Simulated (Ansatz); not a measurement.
## Electronic structure of GeH2···HF in real space

```xyz
5

Ge   -1.1012    0.0626    0.5828
F     0.4010   -1.0593   -0.8955
H     1.0280   -0.3790   -0.9565
H    -0.5188    1.3011   -0.2542
H     0.1910    0.0745    1.5235
```

The product side of a reaction path; geometry: PBE0-D4/def2-TZVP.

All numbers below come from RKS PBE0-D4/def2-TZVPP (Ansatz).

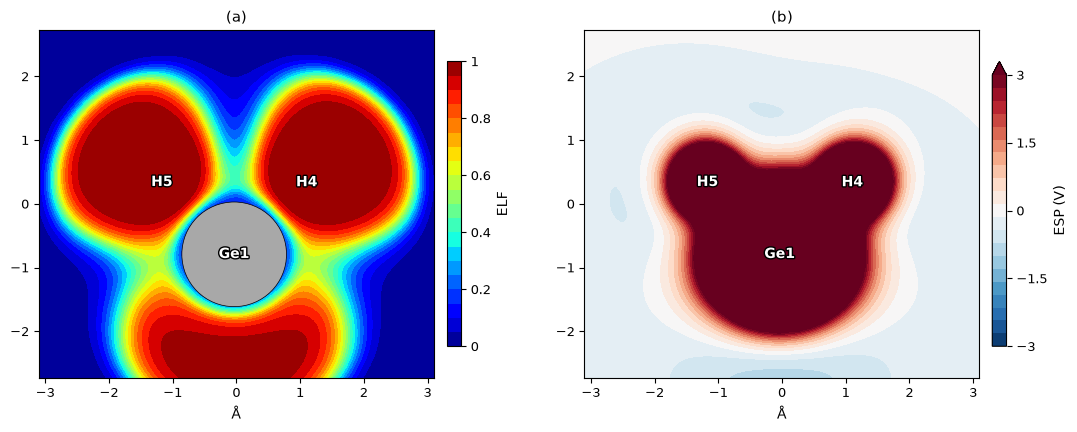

Figure 1. (a) electron localisation function; (b) electrostatic potential on the plane of atoms H4, Ge1 and H5. Grey discs cover the atomic cores in the ELF map.

Question: Describe what can be read from this map.

Answer: The plane passes through Ge and H nuclei. Ge–H (1.60 Å): the ELF climbs to about 1 towards the hydrogen. Outside the dense part of the complex the potential is most negative (−0.8 V) near Ge1.

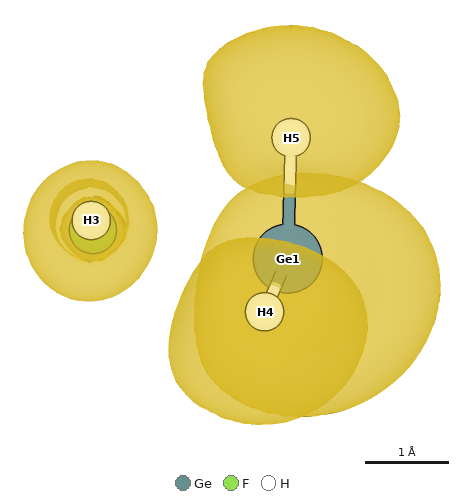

Figure 2. Isosurface of the electron localisation function at 0.75 (yellow), seen at a tilt. Only the valence region is drawn (cores and ρ < 0.01 e/Å³ removed).

Question: Identify the bonds, lone pairs and shells in this picture.

Answer: The ELF exceeds this value in two regions around hydrogen nuclei, one lobe on Ge, pointing away from the bonds (lone pairs) and one joined region spread over several atoms (F, H), in which their bonds and any lone pairs are merged.


Ge1···F2 (2.39 Å): the ELF dips to about 0.10 between them. F–H (0.93 Å): the ELF climbs to about 1 towards the hydrogen (a covalent bond by its length).

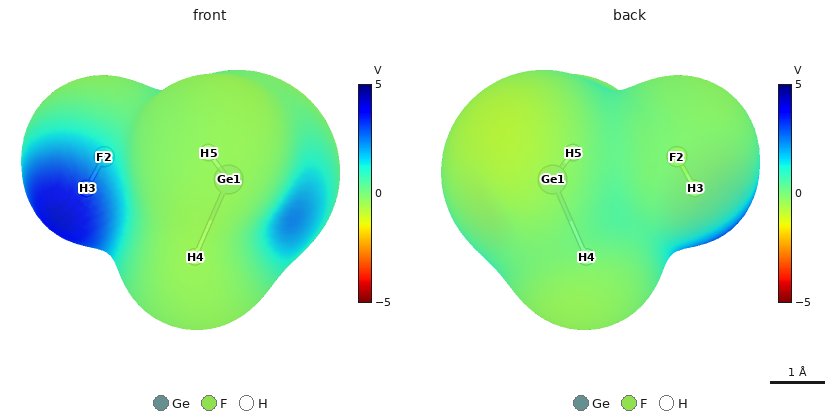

Figure 3. The electrostatic potential painted on the density surface at 0.002 e/bohr³, seen from the front and from behind; red is negative and blue positive.

Question: Describe the electrostatic potential map.

Answer: The most negative region (about −0.9 V) lies over Ge1, the most positive (about +4.1 V) over H3.
